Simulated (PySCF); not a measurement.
# C3H11BN2Si: electronic excitations

Aim: predict the electronic excitations of C3H11BN2Si (`B[C@@H]1CC[Si]1(N)N`).

Computed with PySCF 2.14.0, with density-fitted response routines of our own, on a single molecule in the gas phase. Atoms are numbered from 0 throughout.

## Step 1: The starting structure

18 atoms, charge 0, multiplicity 1; geometry from: GFN2-xTB.

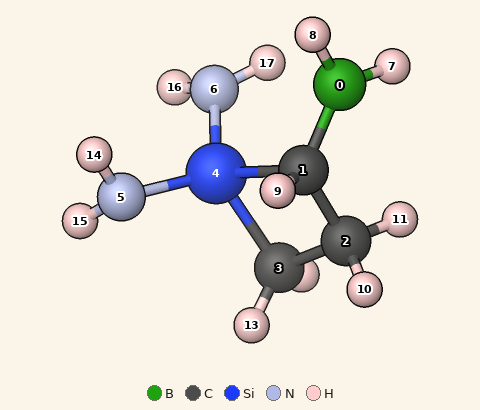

As it starts; boron green, carbon dark grey, silicon blue, nitrogen light blue, hydrogen pink, atoms numbered.

## Step 2: TDDFT and polarisability: PBE0/def2-SVPD

The job: settings as JSON, then the geometry in Å.

```
{"job": {"kind": "uv", "xc": "PBE0", "basis": "def2-SVPD", "nstates": 8, "ntriplets": 3}, "charge": 0, "multiplicity": 1}
B     -0.978316     1.966038     0.216083
C     -1.127421     0.467231    -0.031849
C     -1.239595    -0.536963     1.130966
C     -0.041405    -1.469101     0.850090
Si     0.609319    -0.266005    -0.481772
N      0.713145    -0.988089    -2.047969
N      1.919368     0.817911    -0.159057
H     -0.699607     2.374976     1.281644
H     -1.084202     2.724589    -0.671901
H     -1.803905     0.199862    -0.841595
H     -2.194616    -1.061198     1.139228
H     -1.122803    -0.032479     2.089593
H      0.578124    -1.649420     1.726569
H     -0.359219    -2.438998     0.473877
H      0.680484    -0.368927    -2.842254
H      1.426554    -1.683302    -2.194744
H      2.870056     0.504512    -0.273315
H      1.845277     1.445681     0.624747
```

Level: TDDFT PBE0/def2-SVPD, vertical, gas phase, core orbitals frozen in the response.

On the command line:

```
$ OMP_NUM_THREADS=1 python probes_run.py task.json out
```

This one command runs all jobs of the session in turn.

Log:

```text
coarse grid: 14912 points
cycle   1  E = -543.9686984949  dE =  6.430e-01  |g| = 6.306e-01  |ddm| = 6.222e+00
cycle   2  E = -543.9261079423  dE =  4.259e-02  |g| = 7.675e-01  |ddm| = 2.922e+00
cycle   3  E = -544.0665848240  dE = -1.405e-01  |g| = 5.699e-02  |ddm| = 1.638e+00
cycle   4  E = -544.0673501791  dE = -7.654e-04  |g| = 2.323e-02  |ddm| = 1.933e-01
cycle   5  E = -544.0675028802  dE = -1.527e-04  |g| = 4.507e-03  |ddm| = 5.197e-02
cycle   6  E = -544.0675073153  dE = -4.435e-06  |g| = 1.748e-03  |ddm| = 1.251e-02
final grid: 137840 points
cycle   7  E = -544.1317894210  dE = -3.738e-05  |g| = 9.972e-03  |ddm| = 1.371e-01
cycle   8  E = -544.1317737810  dE =  1.564e-05  |g| = 1.290e-02  |ddm| = 3.368e-02
cycle   9  E = -544.1318143319  dE = -4.055e-05  |g| = 5.967e-04  |ddm| = 1.796e-02
cycle  10  E = -544.1318144264  dE = -9.454e-08  |g| = 1.827e-04  |ddm| = 1.645e-03
cycle  11  E = -544.1318144345  dE = -8.123e-09  |g| = 6.515e-05  |ddm| = 5.482e-04
cycle  12  E = -544.1318144354  dE = -9.022e-10  |g| = 2.060e-05  |ddm| = 1.929e-04
converged SCF energy = -544.1318144354

Static polarisability (au): isotropic 89.313, principal 80.262 91.784 95.892

Singlet excitations
state   eV       nm        f      main configurations
  1   5.0373    246.1   0.02727   H->L 0.97
  2   5.7706    214.9   0.02978   H-1->L 0.86
  3   5.9918    206.9   0.01705   H-2->L 0.64, H-3->L 0.22
  4   6.1981    200.0   0.00142   H-3->L 0.39, H-2->L 0.23, H->L+1 0.17
  5   6.2196    199.3   0.02900   H->L+1 0.73, H-3->L 0.17
  6   6.6473    186.5   0.05344   H-1->L+1 0.81
  7   6.8143    181.9   0.05633   H-4->L 0.63, H->L+2 0.10
  8   6.8695    180.5   0.01668   H->L+2 0.81, H-4->L 0.08

Triplet excitations (Tamm-Dancoff, eV): 4.4717 5.2667 5.6076
```

Run time: 2.4 min. Hardware: 1 thread of Intel Xeon at 2.50GHz, shared host; peak memory 1 GiB.

Frontier orbitals and where they lie:

```csv
orbital,eV,atoms
HOMO−3,-8.50,"B0 20 %, C1 14 %, C2 12 %"
HOMO−2,-7.99,"N6 21 %, N5 19 %, C1 15 %"
HOMO−1,-7.61,"N5 45 %, Si4 9 %, C1 8 %"
HOMO,-7.02,"N6 27 %, C3 20 %, C1 16 %"
LUMO,-0.75,"B0 44 %, C1 13 %, H7 11 %"
LUMO+1,0.27,"Si4 27 %, H15 13 %, N5 10 %"
LUMO+2,0.97,"B0 27 %, C2 9 %, Si4 8 %"
```

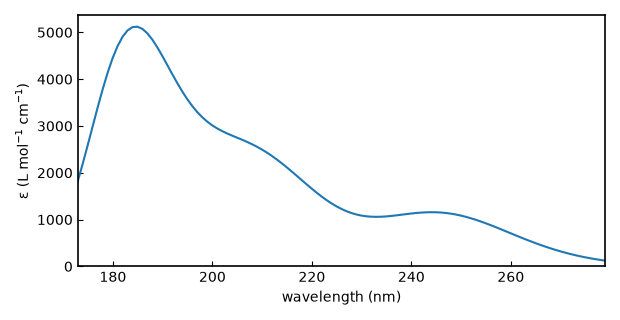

Absorption spectrum: each of the 8 states is a Gaussian band of 0.4 eV half-width at 1/e. Beyond the last state computed it falls off for lack of states.

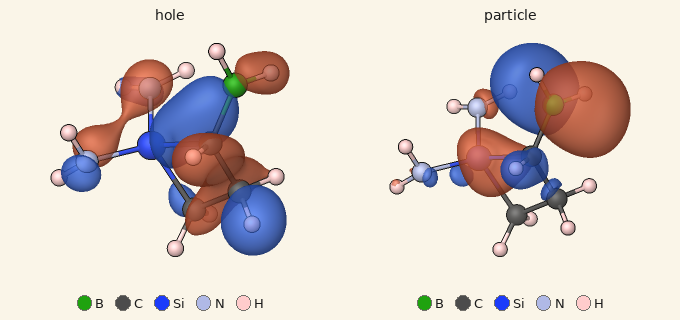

Leading natural transition orbitals of singlet state 7: the electron leaves the hole (left) for the particle orbital (right).

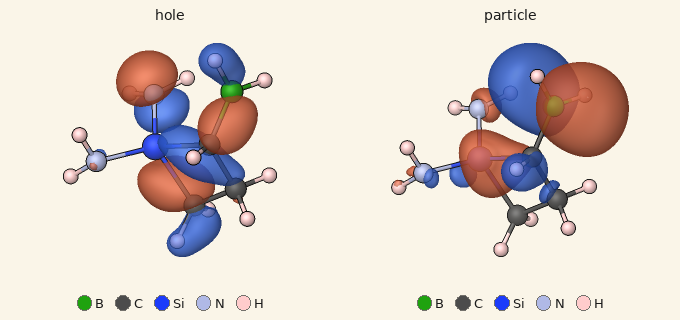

Leading natural transition orbitals of singlet state 1: the electron leaves the hole (left) for the particle orbital (right).

Further results of this job:

```csv
property,computed
dipole moment (D),2.47
polarisability (Å³),13.23
HOMO–LUMO gap (eV),6.27
−ε(HOMO) (eV),7.02
```

Orbitals, density, ELF and potential are computed afterwards from the orbital file.

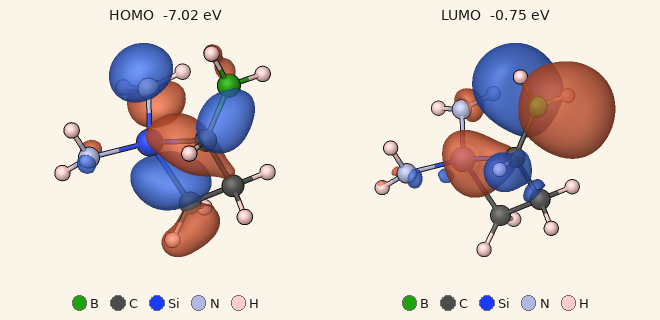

Frontier orbitals at PBE0/def2-SVPD; each surface holds 70 % of the orbital's density, blue and red mark the sign.

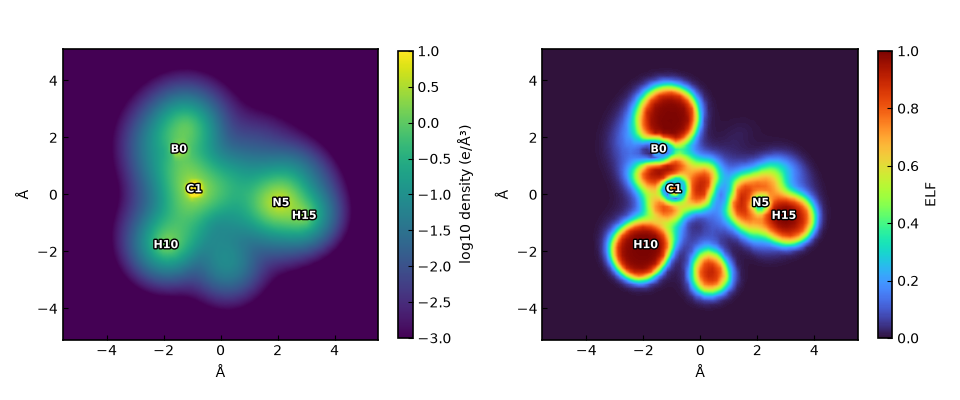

Density (left) and ELF (right) in a plane through or near 5 of the atoms.

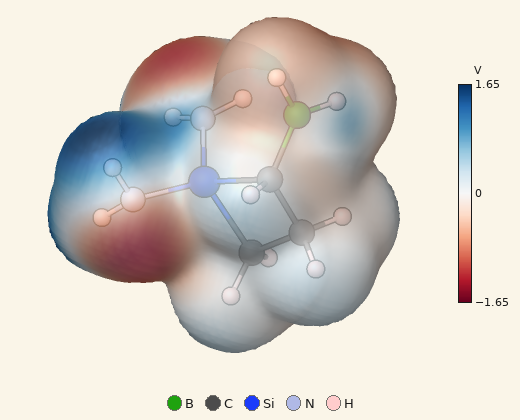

The potential that a unit positive charge feels on the 0.002 e/bohr³ surface, from -1.18 V near N5 to 1.65 V near H16.

## Step 3: What came out

| quantity | value |
| --- | --- |
| lowest singlet (PBE0/def2-SVPD) | 5.04 eV (246 nm), f = 0.027 |
| brightest single state of those computed | state 7, 6.81 eV, f = 0.056 |
| lowest triplet | 4.47 eV |
| surface potential, least and greatest | -1.18 V and 1.65 V |

What this shows: The first singlet state (HOMO→LUMO 0.97) lies at 5.04 eV and is weak; of the 8 states computed, the strongest absorption comes from state 7 at 6.81 eV. The lowest triplet lies 0.57 eV below the lowest singlet (triplets in Tamm-Dancoff, singlets in full TDDFT). At PBE0/def2-SVPD, counted by nearest atom on the grid, the HOMO lies on N6 25 %; C1, C3 about 18 % each, the LUMO on B0 40 %; H7, H8 about 14 % each.
